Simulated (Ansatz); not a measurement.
We consider fluorite SrCl2, described by PBE-D3(BJ) in Ansatz (PAW).

Settings: plane-wave cutoff 520 eV, 8×8×8 k mesh, Fermi–Dirac smearing 0.01 eV, scalar-relativistic PAW data made under PBE.

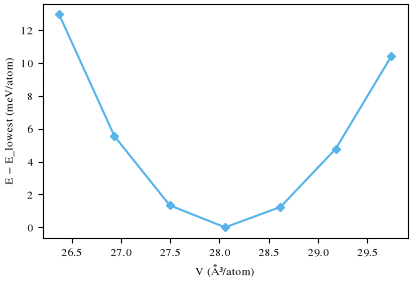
Figure: Total energy against volume

Problem. From the curve, estimate the equilibrium volume and the bulk modulus.

Solution. V0 ≈ 28.1 Å³/atom and B0 ≈ 37 GPa; the fit gives V0 = 28.058 Å³/atom, B0 = 36.7 GPa, B′ = 4.5.

Measured, for comparison: bulk modulus 34.3 GPa (temperature not stated, no zero-point or thermal correction, from elastic constants; as tabulated in Kanchana et al., Calculated structural, elastic and electronic properties of …); equilibrium volume per atom 28.27 Å³/atom (room temperature, no zero-point or thermal correction; as tabulated in Kanchana et al., Calculated structural, elastic and electronic properties of …). Computed (rounded) less measured: bulk modulus +7 % (against room or unstated temperature, where such soft solids are markedly softer), equilibrium volume per atom -0.7 %. A static lattice is as a rule a little smaller and stiffer than an uncorrected measurement, which narrows the difference in the bulk modulus, equilibrium volume per atom and would widen misses of the other sign.

Ansatz is a first-principles code.
